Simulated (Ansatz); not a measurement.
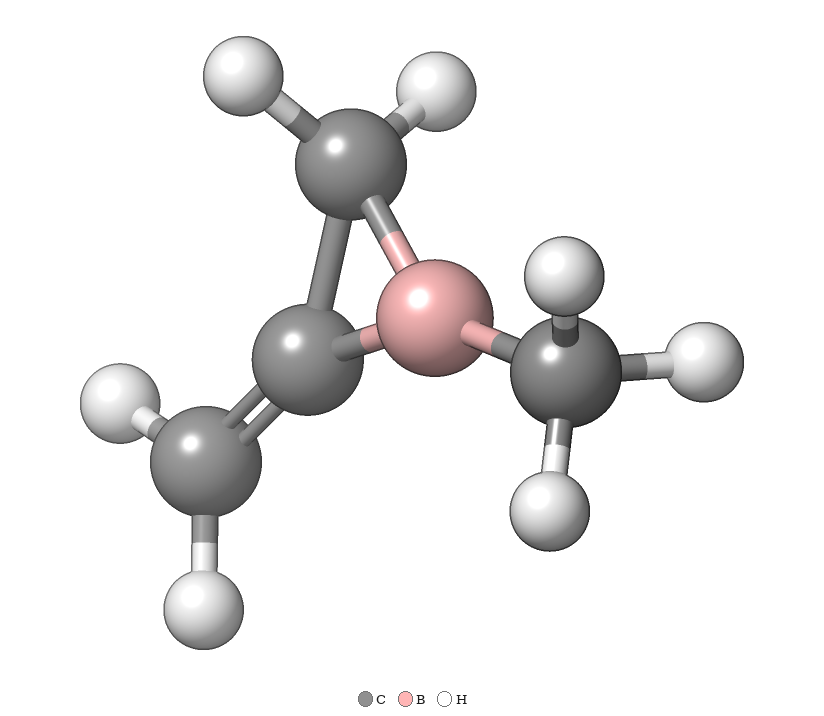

Computed geometry: PBE-D4/def2-SVP optimisation. No frequency run is at hand to confirm it as a minimum.

Draw it as a skeletal formula.

SMILES: C=C1CB1C

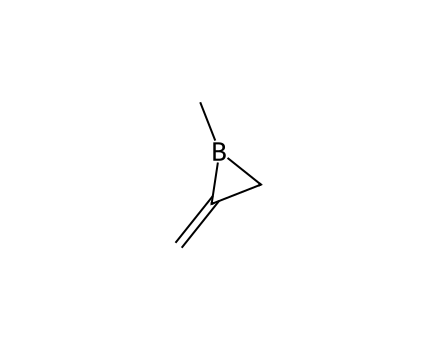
